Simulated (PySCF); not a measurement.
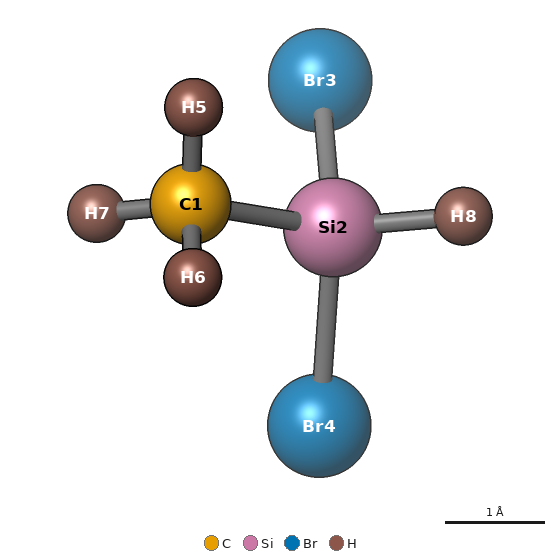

Orthographic view. Distant atoms are faded towards the background colour. The geometry was computed by an optimisation with GFN2-xTB. No frequency run is at hand to confirm it as a minimum.

Write a MOL file (V2000) with the atoms in numerical order, bonds sorted by atom number with the orders drawn, and coordinates in the frame of the picture: x right, y up, z towards the viewer, origin at the mean position.

```
CH4Br2Si
                    3D

  8  7  0  0  0  0  0  0  0  0999 V2000
   -0.7400    0.1500    0.7500 C   0  0  0  0  0  0  0  0  0  0  0  0
    0.7000   -0.0900   -0.4400 Si  0  0  0  0  0  4  0  0  0  0  0  0
    0.5700    1.4100   -2.0800 Br  0  0  0  0  0  0  0  0  0  0  0  0
    0.5600   -2.1000   -1.3700 Br  0  0  0  0  0  0  0  0  0  0  0  0
   -0.7100    1.1300    1.2100 H   0  0  0  0  0  0  0  0  0  0  0  0
   -0.7200   -0.5900    1.5400 H   0  0  0  0  0  0  0  0  0  0  0  0
   -1.7000    0.0600    0.2300 H   0  0  0  0  0  0  0  0  0  0  0  0
    2.0300    0.0300    0.1400 H   0  0  0  0  0  0  0  0  0  0  0  0
  1  2  1  0
  1  5  1  0
  1  6  1  0
  1  7  1  0
  2  3  1  0
  2  4  1  0
  2  8  1  0
M  END
```
